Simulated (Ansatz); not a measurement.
**AlAs3: from a guess to a relaxed structure**

Where does this trial cell of AlAs3 go when cell and atoms are let free?

Method: DFT PBE, scalar-relativistic, plane waves, PAW, in Ansatz 0.2.0.

## Step 1: Starting point

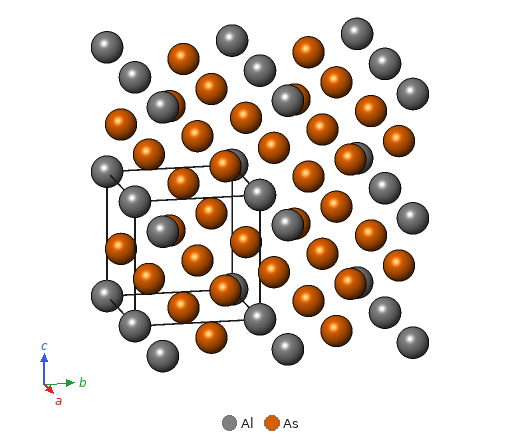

Start, viewed slightly off an axis; aluminium grey, arsenic orange. 2×2×2 cells are drawn. Atoms on the faces are drawn again on the opposite ones.

Structure file:

```xyz
4
Lattice="4.2049 0.0000 0.0000 0.0000 4.2049 0.0000 0.0000 0.0000 4.2049" Properties=species:S:1:pos:R:3 pbc="T T T"
Al    0.0000    0.0000    0.0000
As    2.1024    0.0000    2.1024
As    0.0000    2.1024    2.1024
As    2.1024    2.1024    0.0000
```

A structure generator made this guess: species swapped into a database cell of GaAg3 (Pm-3m, No. 221), with Al on the Ga sites and As on the Ag sites. Lengths come from tabulated atomic sizes and are only a guess.

## Step 2: Probe: one point on a coarse mesh

Contents of input.yaml:

```yaml
crystal:
  lattice:
    - [4.20485129, 0.0, 0.0]
    - [0.0, 4.20485129, 0.0]
    - [0.0, 0.0, 4.20485129]
  atoms:
    - { symbol: Al, position: [0.0, 0.0, 0.0] }
    - { symbol: As, position: [0.5, 0.0, 0.5] }
    - { symbol: As, position: [0.0, 0.5, 0.5] }
    - { symbol: As, position: [0.5, 0.5, 0.0] }
basis:
  ecutwfc: 420
kpoints:
  mp_grid: { grid: [4, 4, 4] }
hamiltonian:
  xc: pbe
scf:
  occupations: { method: gaussian, width: 0.1 }
  lower_state_search: "off"
output:
  forces: true
  stress: true
  eigenvalues: true
```

On the command line:

```console
$ ansatz run input.yaml --threads 1 --pin off --max-ram 2560MiB --backend cpu --events-out ev --progress --plain --runs-dir out
```

Output, cut to the lines that bear on the results:

```text
Warning: RAYON_NUM_THREADS=1 ignored (pool sized by the plan → 1); use --threads N
[...]
Pseudopotentials: kind: paw
Pseudopotential: Al, paw, valence charge 3, recommended cutoff 420 eV (normal), Al.paw.azcp
Pseudopotential: As, paw, valence charge 15, recommended cutoff 420 eV (normal), As.paw.azcp
Functional definition: PBE
[...]
Crystal: 4 atoms, lattice volume = 74.345 Å³
Basis set: ecut = 420 eV, 1419 PW (Γ), exchange–correlation on 60×60×60 points (8 copies of the dense FFT grid, shifted against one another)
Bands: 29, of which v1, the nominal top of the filled ones, is band 24 counted from 1 (23 counted from 0)
Symmetry: 48 space group operations
Space group: Pm-3m (ITA 221), of the structure as read, at distance tolerance 4.2e-5 Å
k-points: 10 of 64
[...]
SCF iter   1: F=—  HF=-15104.627205 eV  |F-HF|=—  |Δ(HF+E_count)|=         —  Δρ=2.04e-3  dr2=3.20e-3  ethr=1.77e-3  ⟨swp⟩=5.5  Hψ=1134  notcnv=0
[...]
SCF iter   6: F=-15104.626440 eV  HF=-15104.626440 eV  |F-HF|=4.98e-9  |Δ(HF+E_count)|=   4.69e-8  Δρ=4.20e-6  dr2=1.11e-8  ethr=2.08e-10  ⟨swp⟩=6.2  Hψ=1162  notcnv=0
[...]
SCF converged after 6 iterations
Free energy (F): -15104.626440 eV
[...]
E sigma→0 (E₀):  -15104.621187 eV
Entropy (-TS):   -0.010507 eV (-2.627 meV/atom)
Fermi energy:    11.149870 eV
[...]
--- Forces (eV/Å), atoms counted from 1 ---
  atom   1  Al    -0.00000000    -0.00000000    -0.00000000
  atom   2  As    -0.00000000    -0.00000000    -0.00000000
  atom   3  As     0.00000000     0.00000000     0.00000000
  atom   4  As    -0.00000000    -0.00000000    -0.00000000
[...]
--- Stress (GPa, compression-positive) ---
        2.738284       0.000000       0.000000
        0.000000       2.738284       0.000000
        0.000000       0.000000       2.738284
  P = ⅓ Tr σ = 2.7383 GPa (27.383 kbar)
--- Band table (eV; the first three rows and the last of 10) ---
[...]
```

Run time: 1.4 s. Hardware: 1 thread of Arm Neoverse V1, shared host; peak memory 0.3 GiB.

The probe gives pressure 2.7 GPa, largest force 0.00 eV/Å, gap on this mesh none (metal). The relaxation goes to the converged mesh at once.

## Step 3: Relaxation on the finer mesh

input.yaml: that of step 2 with these lines changed.

```diff
@@ -13,3 +13,3 @@
 kpoints:
-  mp_grid: { grid: [4, 4, 4] }
+  mp_grid: { grid: [12, 12, 12] }
 hamiltonian:
@@ -18,3 +18,2 @@
   occupations: { method: gaussian, width: 0.1 }
-  lower_state_search: "off"
 output:
@@ -23 +22,6 @@
   eigenvalues: true
+relax:
+  adjacent_minimum: "off"
+  f_tol: 0.01
+  max_steps: 80
+  cell: { stress_tol: 0.05 }
```

On the command line:

```console
$ ansatz run input.yaml --threads 1 --pin off --max-ram 2560MiB --backend cpu --events-out ev --progress --plain --runs-dir out
```

Output:

```text
Warning: RAYON_NUM_THREADS=1 ignored (pool sized by the plan → 1); use --threads N
Engine: ansatz 0.2.0, aarch64-unknown-linux-gnu
Pseudopotentials: kind: paw
Pseudopotential: Al, paw, valence charge 3, recommended cutoff 420 eV (normal), Al.paw.azcp
Pseudopotential: As, paw, valence charge 15, recommended cutoff 420 eV (normal), As.paw.azcp
Functional definition: PBE
  parameter kappa = 0.804
  parameter beta = 0.06672455060314922
  exchange = pbe_x(kappa = kappa, mu = beta*pi^2/3)
  correlation = pbe_c(beta = beta)
Crystal: 4 atoms, lattice volume = 74.345 Å³
Basis set: ecut = 420 eV, 1419 PW (Γ), exchange–correlation on 60×60×60 points (8 copies of the dense FFT grid, shifted against one another)
Bands: 29, of which v1, the nominal top of the filled ones, is band 24 counted from 1 (23 counted from 0)
Symmetry: 48 space group operations
Space group: Pm-3m (ITA 221), of the structure as read, at distance tolerance 4.2e-5 Å
k-points: 84 of 1728
Non-local potential: Al, projectors of the file, l = 0: 2, l = 1: 2, l = 2: 1
Non-local potential: As, projectors of the file, l = 0: 2, l = 1: 2, l = 2: 3, l = 3: 1
PAW form: soft (Blöchl's): semilocal exchange-correlation on the pseudo side does not see the compensation charge
PAW one-centre angular grid: Al, 110 points (default); XC on 64 Gauss nodes
PAW one-centre angular grid: As, 590 points (default); XC on 64 Gauss nodes
Initial density: superposition of atomic densities (neutral atoms: chi_scale 0, normalization atom), corrected by the library's trained network
Initial wavefunctions: pseudopotential atomic-orbital guess
Functional: x = pbe(κ = 0.804, μ = 0.2195149727645171), c = pbe(β = 0.06672455060314922)
SCF iter   1: F=—  HF=-15104.584145 eV  |F-HF|=—  |Δ(HF+E_count)|=         —  Δρ=1.12e-3  dr2=4.74e-4  ethr=1.77e-3  ⟨swp⟩=5.7  Hψ=9873  notcnv=0
preconditioner: auto → Kerker (q_TF=auto, 2.536 Å⁻¹)  [metal: Δε(μ)=0.071 eV  Ē_g=8.199 eV  σ=0.100 eV  W_gap=0.37  n_scr=18 (ndim 8)  ℏωp=18.3 eV  f_vac=0.000  D(μ)=1.50/eV (n_scr^D=6)]
SCF iter   2: F=—  HF=-15104.584010 eV  |F-HF|=—  |Δ(HF+E_count)|=   1.35e-4  Δρ=6.60e-4  dr2=1.81e-4  ethr=9.87e-7  ⟨swp⟩=2.7  Hψ=5229  notcnv=0
SCF iter   3: F=—  HF=-15104.584200 eV  |F-HF|=—  |Δ(HF+E_count)|=   1.91e-4  Δρ=2.02e-4  dr2=3.05e-5  ethr=3.77e-7  ⟨swp⟩=3.0  Hψ=4452  notcnv=0
SCF iter   4: F=—  HF=-15104.584266 eV  |F-HF|=—  |Δ(HF+E_count)|=   6.54e-5  Δρ=6.50e-5  dr2=2.82e-6  ethr=6.35e-8  ⟨swp⟩=2.0  Hψ=4415  notcnv=0
iter 5 did not close the SCF: its close was put off for the readings that it lacked (scf_convergence_deferred on its scf_iter line)
SCF iter   5: F=-15104.584266 eV  HF=-15104.584266 eV  |F-HF|=4.14e-9  |Δ(HF+E_count)|=   4.39e-7  Δρ=1.16e-5  dr2=7.15e-8  ethr=5.87e-9  ⟨swp⟩=2.3  Hψ=3422  notcnv=0
SCF iter   6: F=-15104.584266 eV  HF=-15104.584266 eV  |F-HF|=2.24e-9  |Δ(HF+E_count)|=   2.91e-8  Δρ=2.65e-6  dr2=3.32e-9  ethr=1.49e-10  ⟨swp⟩=3.3  Hψ=9565  notcnv=0
SCF 1 converged in 6 iterations: F = -15104.584266 eV  dr2 = 3.32e-9
relax step   1: F+E_penalty+E_count = -15104.58426637 eV  Δ(F+E_penalty+E_count) = +0.000e0 eV  max|allowed force component| = 9.417e-30 eV/Å  Δτ_max = 0.0000 Å  P = +1.596 GPa  Ω = 74.345 Å³  (6 SCF iters, dr2 threshold 1.00e-7 eV, accepted)
Crystal: 4 atoms, lattice volume = 77.062 Å³
Basis set: ecut = 420 eV, 1503 PW (Γ), exchange–correlation on 60×60×60 points (8 copies of the dense FFT grid, shifted against one another)
Initial density: handed on by an earlier stage of this run
Initial wavefunctions: those handed on with the density
iter 1 solved again at ethr=8.53e-7 eV; its pass at ethr=3.10e-3 eV (dr2=4.10e-4 eV) is discarded
SCF iter   1: F=—  HF=-15104.587184 eV  |F-HF|=—  |Δ(HF+E_count)|=         —  Δρ=5.12e-4  dr2=4.14e-4  ethr=8.53e-7  ⟨swp⟩=2.0  Hψ=13481  notcnv=0
preconditioner: auto → Kerker (q_TF=auto, 2.521 Å⁻¹)  [metal: Δε(μ)=0.089 eV  Ē_g=8.015 eV  σ=0.100 eV  W_gap=0.45  n_scr=18 (ndim 8)  ℏωp=17.9 eV  f_vac=0.000  D(μ)=1.42/eV (n_scr^D=6)]
SCF iter   2: F=—  HF=-15104.587095 eV  |F-HF|=—  |Δ(HF+E_count)|=   8.85e-5  Δρ=3.46e-4  dr2=1.97e-4  ethr=8.53e-7  ⟨swp⟩=1.1  Hψ=2441  notcnv=0
SCF iter   3: F=—  HF=-15104.587150 eV  |F-HF|=—  |Δ(HF+E_count)|=   5.51e-5  Δρ=9.31e-5  dr2=1.24e-5  ethr=4.10e-7  ⟨swp⟩=2.0  Hψ=3130  notcnv=0
SCF iter   4: F=—  HF=-15104.587145 eV  |F-HF|=—  |Δ(HF+E_count)|=   5.03e-6  Δρ=4.73e-5  dr2=2.84e-6  ethr=2.58e-8  ⟨swp⟩=2.0  Hψ=4362  notcnv=0
SCF iter   5: F=-15104.587145 eV  HF=-15104.587145 eV  |F-HF|=9.60e-9  |Δ(HF+E_count)|=   3.74e-7  Δρ=1.32e-5  dr2=1.37e-7  ethr=8.33e-10  ⟨swp⟩=2.5  Hψ=9346  notcnv=0
SCF 2 converged in 5 iterations: F = -15104.587145 eV  dr2 = 1.37e-7
relax step   2: F+E_penalty+E_count = -15104.58714481 eV  Δ(F+E_penalty+E_count) = -2.878e-3 eV  max|allowed force component| = 1.109e-30 eV/Å  Δτ_max = 0.0000 Å  P = -1.118 GPa  Ω = 77.062 Å³  energy of the carried Pulay correction = -4.718e-4 eV  (5 SCF iters, dr2 threshold 4.00e-7 eV, accepted)
Crystal: 4 atoms, lattice volume = 75.919 Å³
iter 1 solved again at ethr=1.31e-7 eV; its pass at ethr=3.10e-3 eV (dr2=6.29e-5 eV) is discarded
SCF iter   1: F=—  HF=-15104.591442 eV  |F-HF|=—  |Δ(HF+E_count)|=         —  Δρ=2.10e-4  dr2=6.35e-5  ethr=1.31e-7  ⟨swp⟩=2.1  Hψ=11663  notcnv=0
preconditioner: auto → Kerker (q_TF=auto, 2.528 Å⁻¹)  [metal: Δε(μ)=0.086 eV  Ē_g=8.091 eV  σ=0.100 eV  W_gap=0.44  n_scr=18 (ndim 8)  ℏωp=18.1 eV  f_vac=0.000  D(μ)=1.46/eV (n_scr^D=6)]
SCF iter   2: F=—  HF=-15104.591518 eV  |F-HF|=—  |Δ(HF+E_count)|=   7.65e-5  Δρ=1.41e-4  dr2=2.97e-5  ethr=1.31e-7  ⟨swp⟩=1.1  Hψ=2442  notcnv=0
SCF iter   3: F=—  HF=-15104.591512 eV  |F-HF|=—  |Δ(HF+E_count)|=   6.52e-6  Δρ=3.73e-5  dr2=1.91e-6  ethr=6.18e-8  ⟨swp⟩=2.0  Hψ=3122  notcnv=0
SCF iter   4: F=—  HF=-15104.591511 eV  |F-HF|=—  |Δ(HF+E_count)|=   9.33e-7  Δρ=1.92e-5  dr2=4.69e-7  ethr=8.33e-10  ⟨swp⟩=5.0  Hψ=10507  notcnv=0
SCF iter   5: F=-15104.591511 eV  HF=-15104.591511 eV  |F-HF|=2.77e-9  |Δ(HF+E_count)|=   7.21e-8  Δρ=5.20e-6  dr2=2.07e-8  ethr=8.33e-10  ⟨swp⟩=4.0  Hψ=7664  notcnv=0
SCF 3 converged in 5 iterations: F = -15104.591511 eV  dr2 = 2.07e-8
relax step   3: F+E_penalty+E_count = -15104.59151095 eV  Δ(F+E_penalty+E_count) = -4.366e-3 eV  max|allowed force component| = 7.560e-31 eV/Å  Δτ_max = 0.0000 Å  P = -0.037 GPa  Ω = 75.919 Å³  energy of the carried Pulay correction = -2.754e-4 eV  (5 SCF iters, dr2 threshold 4.00e-7 eV, accepted)
Initial wavefunctions: pseudopotential atomic-orbital guess (no wavefunctions were taken with the density)
iter 1 solved again at ethr=4.83e-9 eV; its pass at ethr=3.10e-3 eV (dr2=2.32e-6 eV) is discarded
SCF iter   1: F=—  HF=-15104.591708 eV  |F-HF|=—  |Δ(HF+E_count)|=         —  Δρ=2.20e-5  dr2=6.22e-8  ethr=4.83e-9  ⟨swp⟩=3.2  Hψ=15701  notcnv=0
preconditioner: auto → Kerker (q_TF=auto, 2.528 Å⁻¹)  [metal: Δε(μ)=0.084 eV  Ē_g=8.091 eV  σ=0.100 eV  W_gap=0.43  n_scr=18 (ndim 8)  ℏωp=18.1 eV  f_vac=0.000  D(μ)=1.46/eV (n_scr^D=6)]
SCF iter   2: F=—  HF=-15104.591798 eV  |F-HF|=—  |Δ(HF+E_count)|=   8.99e-5  Δρ=1.30e-5  dr2=3.89e-8  ethr=1.29e-10  ⟨swp⟩=2.0  Hψ=4459  notcnv=0
SCF iter   3: F=—  HF=-15104.591798 eV  |F-HF|=—  |Δ(HF+E_count)|=   2.34e-7  Δρ=5.01e-6  dr2=9.55e-9  ethr=8.10e-11  ⟨swp⟩=1.1  Hψ=2462  notcnv=0
SCF iter   4: F=—  HF=-15104.591798 eV  |F-HF|=—  |Δ(HF+E_count)|=   2.00e-8  Δρ=8.64e-7  dr2=5.34e-10  ethr=1.99e-11  ⟨swp⟩=2.0  Hψ=3190  notcnv=0
SCF iter   5: F=—  HF=-15104.591798 eV  |F-HF|=—  |Δ(HF+E_count)|=  9.31e-10  Δρ=1.87e-7  dr2=4.07e-11  ethr=1.11e-12  ⟨swp⟩=2.0  Hψ=4412  notcnv=0
SCF iter   6: F=-15104.591798 eV  HF=-15104.591798 eV  |F-HF|=1.82e-12  |Δ(HF+E_count)|=  1.82e-12  Δρ=2.37e-8  dr2=3.09e-13  ethr=1.00e-12  ⟨swp⟩=4.0  Hψ=7489  notcnv=0
SCF 4 converged in 6 iterations: F = -15104.591798 eV  dr2 = 3.09e-13
relax step   4: F+E_penalty+E_count = -15104.59179794 eV  Δ(F+E_penalty+E_count) = -2.870e-4 eV  max|allowed force component| = 7.231e-31 eV/Å  Δτ_max = 0.0000 Å  P = -0.033 GPa  Ω = 75.919 Å³  stress off target by 3.28e-2 GPa  SCF on the basis re-selected at this cell (its energy is not comparable with the rows above)  (6 SCF iters)
basis re-selected at this cell: Δ(F+E_penalty+E_count) = -2.870e-4 eV, ΔP = +0.004 GPa vs the last step (what re-selecting the basis moved, of the pressure what is left beyond the Pulay correction that the steps carried, after the strain that the cell walked since its last selection, with what the two solves' SCF thresholds leave and, on support functions, any second-order correction that the steps lacked; it is no measure of the basis error at this ecutwfc). This SCF's stress stands 3.28e-2 GPa from its target on what of the cell is left free (relax.cell.stress_tol is 5.00e-2 GPa) and its largest allowed force component is 7.23e-31 eV/Å (relax.f_tol is 1.00e-2 eV/Å): within both
SCF converged after 6 iterations
Free energy (F): -15104.591798 eV
Harris-Foulkes:  -15104.591798 eV  (|F-HF|=1.82e-12)
Internal energy: -15104.584515 eV  (E = F + TS)
E sigma→0 (E₀):  -15104.588157 eV
Entropy (-TS):   -0.007283 eV (-1.821 meV/atom)
Fermi energy:    11.160461 eV
--- Per-component energies (eV) ---
  E_band       = -655.368707
  E_kinetic    = 327.127312
  E_local      = -5144.740674  (includes V_loc(G=0)·N_el)
  E_nonlocal   = -2002.821314
  E_hartree    = 2866.415558
  E_xc         = -277.113944
  E_vxc        = -266.142899  (∫ρ·V_xc dr)
  E_paw        = -5968.967773  (= ΣΔE_a)
  E_vpaw       = 698.377699  (= ΣTr[D̂ρ^β])
  E_aug_tail   = 0.000020  (compensation charges beyond the density's cutoff)
  E_ewald      = -4904.483699
  E_smearing   = -0.007283  (= −TS)
  E_closure    = 0.000000  (closes the sum)
  Σ components = -15104.591798   (vs F -15104.591798, Δ=0.00e0)
--- Forces (eV/Å), atoms counted from 1 ---
  atom   1  Al    -0.00000000    -0.00000000     0.00000000
  atom   2  As     0.00000000     0.00000000    -0.00000000
  atom   3  As    -0.00000000     0.00000000     0.00000000
  atom   4  As    -0.00000000    -0.00000000    -0.00000000
  max |Σ_I F_I| component: 1.38e-30 eV/Å
--- Stress (GPa, compression-positive) ---
       -0.032784      -0.000000       0.000000
       -0.000000      -0.032784       0.000000
        0.000000       0.000000      -0.032784
  P = ⅓ Tr σ = -0.0328 GPa (-0.328 kbar)
--- Band table (eV; the first three rows and the last of 84) ---
  k-point 0: bands = ["-25.0337", "-25.0301", "-25.0301", "-25.0301", "-25.0040", "-25.0040", "-24.9863", "-24.9863", "-24.9777", "-24.9777", "-24.9777", "-24.9774", "-24.9774", "-24.9774", "-24.9578", "-3.3789", "2.2983", "2.2983", "5.9702", "5.9702", "5.9702", "8.3304", "11.6956", "11.6956", "11.6956", "13.3265", "13.3265", "13.3265", "16.0015"]
  k-point 1: bands = ["-25.0333", "-25.0301", "-25.0293", "-25.0293", "-25.0044", "-25.0040", "-24.9862", "-24.9858", "-24.9783", "-24.9783", "-24.9777", "-24.9777", "-24.9777", "-24.9774", "-24.9582", "-3.3278", "2.0600", "2.3177", "6.0244", "6.0244", "6.0651", "8.5964", "11.4402", "11.5441", "11.5441", "12.9945", "13.1745", "13.1745", "16.1882"]
  k-point 2: bands = ["-25.0319", "-25.0299", "-25.0267", "-25.0267", "-25.0057", "-25.0040", "-24.9861", "-24.9846", "-24.9810", "-24.9810", "-24.9779", "-24.9777", "-24.9777", "-24.9774", "-24.9594", "-3.1756", "1.4784", "2.3722", "6.1858", "6.1858", "6.2777", "9.3206", "10.8739", "11.0528", "11.0528", "12.2957", "13.0297", "13.0297", "16.5148"]
  k-point 83: bands = ["-25.0216", "-25.0216", "-25.0216", "-25.0077", "-25.0077", "-25.0077", "-25.0010", "-25.0010", "-25.0010", "-24.9904", "-24.9731", "-24.9731", "-24.9660", "-24.9660", "-24.9660", "0.4149", "0.4149", "0.4149", "4.3584", "5.0436", "5.0436", "5.0436", "6.8888", "15.2246", "15.2246", "15.2396", "15.2396", "15.2396", "19.0158"]
--- Relaxed structure (3 steps of the walk, 3 accepted, 1 SCFs on fresh bases) ---
  F+E_penalty+E_count = -15104.59179794 eV   max|allowed force component| = 7.231e-31 eV/Å   (the final SCF, on the basis selected at the relaxed cell)
  cell:  # Å, volume = 75.9190 Å³
    - [4.2343177702468555, 6.219148778750449e-34, 3.209883240645393e-34]
    - [6.219148778750449e-34, 4.2343177702468555, -3.209883240645393e-35]
    - [3.209883240645393e-34, -3.209883240645393e-35, 4.2343177702468555]
  atoms:
    - { symbol: Al, position: [2.3855505070429856e-36, 1.6698853549495542e-36, 1.3120527788890004e-36] }
    - { symbol: As, position: [0.5, -2.3855505070741016e-37, 0.5] }
    - { symbol: As, position: [2.3855505070742206e-36, 0.5, 0.5] }
    - { symbol: As, position: [0.5, 0.5, -1.192775253534916e-37] }
```

It took 40 s on 1 thread of Arm Neoverse V1, shared host; peak memory 0.42 GiB.

Step by step:

```
step  energy from step 1 (eV/cell)  largest force component (eV/Å)  pressure (GPa)  volume (Å³)
   1                        0.0000                          0.0000            1.60        74.35
   2                       -0.0029                          0.0000           -1.12        77.06
   3                       -0.0072                          0.0000           -0.04        75.92
   4                       -0.0075                          0.0000           -0.03        75.92
```

Step 1 is the start. Step 4 repeats the geometry before it on a plane-wave basis chosen anew for that cell, so its energy need not be comparable with the rows above.

|  | before | after | change |
| --- | --- | --- | --- |
| a (Å) | 4.205 | 4.234 | +0.7 % |
| b (Å) | 4.205 | 4.234 | +0.7 % |
| c (Å) | 4.205 | 4.234 | +0.7 % |
| volume (Å³/atom) | 18.59 | 18.98 | +2.1 % |
| shortest distance (Å) | 2.973 | 2.994 | +0.7 % |
| space group (0.01 Å) | Pm-3m | Pm-3m | same |

Forces and stress were held to the start's 48 operations: a distortion of lower symmetry was not tested.

## Step 4: Changed: dispersion d3bj, occupations.width 0.2

input.yaml: that of step 3 with these lines changed.

```diff
@@ -16,8 +16,9 @@
   xc: pbe
+  dispersion: d3bj
 scf:
-  occupations: { method: gaussian, width: 0.1 }
+  occupations: { method: gaussian, width: 0.2 }
 output:
   forces: true
+  eigenvalues: true
   stress: true
-  eigenvalues: true
 relax:
```

On the command line:

```console
$ ansatz run input.yaml --threads 1 --pin off --max-ram 2560MiB --backend cpu --events-out ev --progress --plain --runs-dir out
```

Output, cut to the lines that bear on the results:

```text
Warning: RAYON_NUM_THREADS=1 ignored (pool sized by the plan → 1); use --threads N
[...]
Pseudopotentials: kind: paw
Pseudopotential: Al, paw, valence charge 3, recommended cutoff 420 eV (normal), Al.paw.azcp
Pseudopotential: As, paw, valence charge 15, recommended cutoff 420 eV (normal), As.paw.azcp
Functional definition: PBE
[...]
Crystal: 4 atoms, lattice volume = 74.345 Å³
Basis set: ecut = 420 eV, 1419 PW (Γ), exchange–correlation on 60×60×60 points (8 copies of the dense FFT grid, shifted against one another)
Bands: 29, of which v1, the nominal top of the filled ones, is band 24 counted from 1 (23 counted from 0)
Symmetry: 48 space group operations
Space group: Pm-3m (ITA 221), of the structure as read, at distance tolerance 4.2e-5 Å
k-points: 84 of 1728
[...]
SCF iter   1: F=—  HF=-15106.315583 eV  |F-HF|=—  |Δ(HF+E_count)|=         —  Δρ=1.09e-3  dr2=4.01e-4  ethr=1.77e-3  ⟨swp⟩=5.3  Hψ=9530  notcnv=0
[...]
--- Stress (GPa, compression-positive) ---
       -0.006829      -0.000000       0.000000
       -0.000000      -0.006829      -0.000000
        0.000000      -0.000000      -0.006829
  P = ⅓ Tr σ = -0.0068 GPa (-0.068 kbar)
--- Band table (eV; the first three rows and the last of 84) ---
[...]
--- Relaxed structure (4 steps of the walk, 4 accepted, 1 SCFs on fresh bases) ---
  F+E_penalty+E_count = -15106.33033933 eV   max|allowed force component| = 8.382e-31 eV/Å   (the final SCF, on the basis selected at the relaxed cell)
  cell:  # Å, volume = 72.2665 Å³
    - [4.165295062326555, -1.9901276092001435e-33, -1.0271626370065257e-33]
    - [-4.49383653690355e-34, 4.165295062326555, 3.209883240645393e-35]
    - [-1.2839532962581571e-33, 3.209883240645393e-35, 4.165295062326555]
  atoms:
    - { symbol: Al, position: [-1.7175963650915223e-35, 3.1188654738018976e-49, 3.816880811313162e-36] }
    - { symbol: As, position: [0.5, 1.3410596932887592e-48, 0.5] }
    - { symbol: As, position: [-1.9084404056608475e-36, 0.5, 0.5] }
    - { symbol: As, position: [0.5, 0.5, -2.8626606084836914e-36] }
```

Wall time 45 s (1 thread of Arm Neoverse V1, shared host); peak memory 0.42 GiB.

| run | ending | energy change | pressure (GPa) | gap (eV) | force (eV/Å) | cycles | time |
| --- | --- | --- | --- | --- | --- | --- | --- |
| step 3 | converged | 0 | 0.0 | 0.00 | 0.00 | - | 40 s |
| variant | converged | -431.6 meV/atom (σ→0) (dispersion and other settings together) | 0.0 | 0.00 | 0.00 | - | 45 s |

Changing the dispersion term and smearing moves the energy by -431.6 meV/atom (σ→0 values), and the final volume goes from 75.92 to 72.27 Å³.

## Step 5: Summary of results

| quantity | value |
| --- | --- |
| symmetry at the end (tolerance 0.05 Å) | space group Pm-3m (No. 221) |
| conventional cell | a = 4.234 Å, b = 4.234 Å, c = 4.234 Å, α = 90.00°, β = 90.00°, γ = 90.00° |
| volume | 18.98 Å³/atom |
| energy over the elements | +0.33 eV/atom |
| gap on the mesh | none (metal) |

In words: The space group Pm-3m (No. 221) is kept, and the volume per atom grows by 2.1 % from the first guess. The formation energy is positive, so the separate elements lie lower. No finished test with a distortion of lower symmetry is shown, so the end may be a saddle point.
